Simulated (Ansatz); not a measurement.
# GaF (SMILES [F][Ga]): levels of theory compared

We compute a comparison of 6 runs (UHF/STO-3G, B2PLYP/STO-3G, BLYP/STO-3G, PBE0/STO-3G, wB97X/STO-3G, MP2/STO-3G) of GaF. 

The results are computed with Ansatz 0.2.0.

56 further runs of the same task are left out: 29 that didn't finish, 27 set aside as unsound or not needed.

## (1) Starting point

The species is GaF (2 atoms), meant as a singlet with charge 0. As SMILES, `[F][Ga]`. The Ga2–F1 distance was set to 3.573 Å, away from the relaxed value.

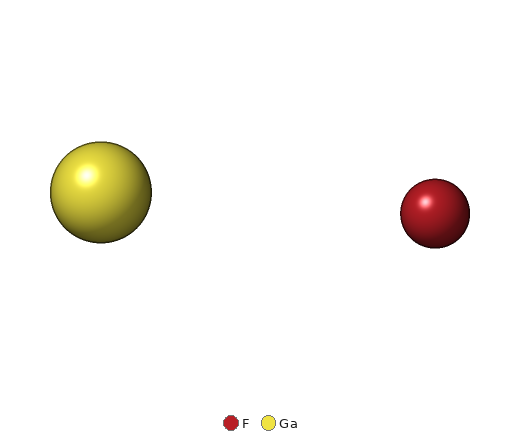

The structure, seen from a chosen angle (fluorine red, gallium yellow).

## (2) A single-point energy at UHF/STO-3G (run 1)

Input file run.yaml:

```yaml
crystal:
  periodic: [false, false, false]
  atoms:
    - {symbol: F, position_ang: [0.000000, -0.000000, -1.780250]}
    - {symbol: Ga, position_ang: [-0.000000, 0.000000, 1.792850]}
basis:
  gaussian: {orbitals: STO-3G}
magnetization: {spin_polarized: true}
hamiltonian: {xc: hf}
accuracy: high
```

Launch:

```sh
$ ansatz run run.yaml --threads 1 --pin off --max-ram 3480MiB --events-out events.jsonl --progress --plain --runs-dir runs
```

Log:

```text
Warning: RAYON_NUM_THREADS=1 ignored (pool sized by the plan → 1); use --threads N
Functional definition: HF
  name "HF"
  exchange = exact_x
  correlation = 0
262 factors; integrals over basis functions are off by at most 9.5e-9 eV
mean field evaluation 1: about -54378.7702 eV, gradient 3.4e0 eV
mean field evaluation 2: about -54378.7810 eV, gradient 3.4e0 eV
mean field evaluation 4: about -54381.6380 eV, gradient 4.7e0 eV
mean field evaluation 8: about -54381.6375 eV, gradient 4.7e0 eV
mean field evaluation 16: about -54384.6638 eV, gradient 7.9e0 eV
mean field evaluation 32: about -54393.8877 eV, gradient 6.1e-5 eV
mean field evaluation 64: about -54393.8846 eV, gradient 1.7e-2 eV
mean field evaluation 96: about -54393.8221 eV, gradient 2.4e-1 eV
mean field evaluation 128: about -54393.7913 eV, gradient 2.6e-1 eV
mean field evaluation 160: about -54381.4811 eV, gradient 1.7e0 eV
mean field evaluation 192: about -54393.8951 eV, gradient 5.2e-4 eV
mean field evaluation 224: about -54393.8858 eV, gradient 2.2e-2 eV
mean field evaluation 256: about -54393.7944 eV, gradient 2.4e-1 eV
mean field evaluation 288: about -54393.8627 eV, gradient 2.1e-2 eV
mean field evaluation 320: about -54393.8874 eV, gradient 6.4e-2 eV
mean field evaluation 352: about -54393.8691 eV, gradient 4.1e-1 eV
mean field evaluation 384: about -54393.6459 eV, gradient 4.6e-1 eV
mean field evaluation 416: about -54379.3327 eV, gradient 4.8e0 eV
mean field evaluation 448: about -54393.8949 eV, gradient 1.5e-2 eV
mean field -54393.89506058 eV, -1998.9387739701 hartree, gradient 2.0e-9 eV, S^2 2.000018; 12 other end points of the search recorded, 0 dependent functions left out
reference -54393.89506058 eV, -1998.9387739701 hartree; 20, 20 occupied and 3, 3 virtual orbitals, 262 factors
Total energy: -54393.89506058 eV, -1998.9387739701 hartree
```

Wall time 2.6 s (1 thread of Arm Neoverse V1, shared host).

## (3) The energy at B2PLYP/STO-3G (run 2)

Input file input.yaml:

```yaml
crystal:
  periodic: [false, false, false]
  atoms:
    - {symbol: F, position_ang: [0.000000, -0.000000, -1.780250]}
    - {symbol: Ga, position_ang: [-0.000000, 0.000000, 1.792850]}
basis:
  gaussian: {orbitals: STO-3G}
hamiltonian: {xc: {name: B2PLYP}}
correlation: {frozen_orbitals: {F: 1, Ga: 9}}
accuracy: high
```

Launch:

```sh
$ ansatz run input.yaml --threads 1 --pin off --max-ram 3480MiB --events-out events.jsonl --progress --plain --runs-dir runs
```

Log, shortened:

```text
Warning: RAYON_NUM_THREADS=1 ignored (pool sized by the plan → 1); use --threads N
Functional definition: B2PLYP
  name "B2PLYP"
[...]
262 factors; integrals over basis functions are off by at most 9.5e-9 eV
[...]
mean field -54417.02821218 eV, -1999.7889016112 hartree, gradient 1.6e-8 eV, S^2 0.000000; 14 other end points of the search recorded, 0 dependent functions left out; unrestricted orbitals would lower it
10 core orbitals not correlated: weight in the atoms' cores, before any rotation towards them, 1.000 or more for the frozen orbitals, at most 0.000 for the correlated occupied ones
reference -54417.02822719 eV, -1999.7889021628 hartree; 10, 10 occupied and 3, 3 virtual orbitals, 262 factors
second order -10.90587618 eV of doubles, -0.00000000 eV of singles
Total energy: -54419.97281376 eV, -1999.8971137233 hartree
```

Wall time 9.9 s (1 thread of Arm Neoverse V1, shared host).

Runs 3 to 5 aren't shown in full; the table further down has their settings and results.

## (4) The energy at MP2/STO-3G (run 6)

Input file job.yaml:

```yaml
crystal:
  periodic: [false, false, false]
  atoms:
    - {symbol: F, position_ang: [0.000000, -0.000000, -1.780250]}
    - {symbol: Ga, position_ang: [-0.000000, 0.000000, 1.792850]}
basis:
  gaussian:
    orbitals: STO-3G
correlation:
  method: mp2
  frozen_orbitals: {F: 1, Ga: 9}
accuracy: high
```

Launch:

```sh
$ ansatz run job.yaml --threads 1 --pin off --max-ram 3480MiB --events-out events.jsonl --progress --plain --runs-dir runs
```

Log, shortened:

```text
Warning: RAYON_NUM_THREADS=1 ignored (pool sized by the plan → 1); use --threads N
[... 2 set-up lines as earlier in the session ...]
[...]
262 factors; integrals over basis functions are off by at most 9.5e-9 eV
[...]
mean field -54383.17729883 eV, -1998.5449034903 hartree, gradient 3.6e-8 eV, S^2 0.000000; 20 other end points of the search recorded, 0 dependent functions left out; unrestricted orbitals would lower it
[...]
unrestricted determinant -54393.35002486 eV, -1998.9187442766 hartree, S^2 1.9963
10 core orbitals not correlated: weight in the atoms' cores, before any rotation towards them, 1.000 or more for the frozen orbitals, at most 0.000 for the correlated occupied ones
reference -54383.17729883 eV, -1998.5449034903 hartree; 10, 10 occupied and 3, 3 virtual orbitals, 262 factors
second order -5.36558785 eV of doubles, -0.00000000 eV of singles
WARN: the method's energy lies above the unrestricted determinant's, so it is not that of the lowest state
Total energy: -54388.54288668 eV, -1998.7420852069 hartree
```

Wall time 1.5 s (1 thread of Arm Neoverse V1, shared host).

## (5) All runs side by side

```tsv
run	level	frozen core orbitals	energy (Eh)	wall time
1	UHF/STO-3G	–	-1998.938774	2.6 s
2	B2PLYP/STO-3G	10	-1999.897114	9.9 s
3	BLYP/STO-3G	–	-2000.240547	27 s
4	PBE0/STO-3G	–	-1999.995675	21 s
5	wB97X/STO-3G	–	-2000.308206	61 s
6	MP2/STO-3G	10	-1998.742085	1.5 s
```

## (6) Summary of results

```
                                           quantity           value
                                run 6: total energy  -1998.74209 Eh
run 6: correlation energy (10 core orbitals frozen)      -197.2 mEh
```

What this shows: Totals of different functionals can't be ranked against each other. In runs 2, 6 the log says that unrestricted orbitals would lower the reference, so the values rest on an unstable closed-shell determinant (other closed-shell runs at this shape may share the fault). In runs 1, 2, 3, 4, 5, 6 the basis is minimal, so the values are rough. Spin contamination of the reference: run 1 ⟨S²⟩ = 2.00. Where it is this large, the reference is a mixture of spin states, and values that rest on it are in doubt. All runs together took 2 min, the longest 61 s.
